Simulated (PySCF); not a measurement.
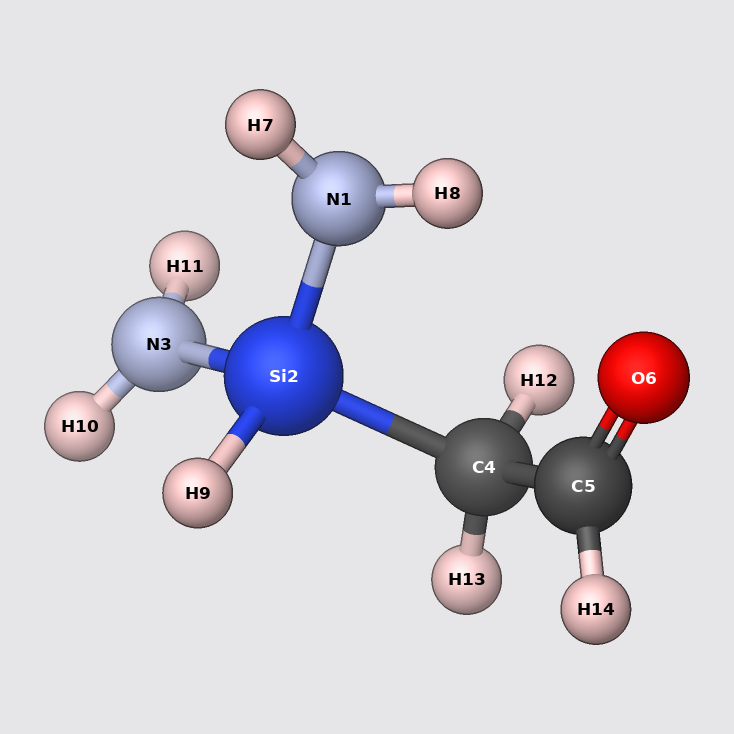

The computed structure is the end point of a PBE0-D3(BJ)/def2-SVP optimisation. No frequency run is at hand to confirm it as a minimum. Electric field gradients from the ground-state density, B3LYP/6-31G* (PySCF 2.14.0), non-relativistic apart from any core potentials.

Give the largest field-gradient component, the quadrupole coupling constant and the asymmetry for 14N at N1 (Q = 20.44 mb), 14N at N3 (Q = 20.44 mb), 17O at O6 (Q = −25.6 mb), 2H at H7 (Q = 2.86 mb), 2H at H8 (Q = 2.86 mb).

```tsv
atom	V_zz (a.u.)	e²qQ/h (MHz)	η
N1	−0.835	−4.01	0.33
N3	−0.889	−4.27	0.35
O6	−1.819	10.94	0.35
H7	0.399	0.268	0.15
H8	0.368	0.247	0.17
```
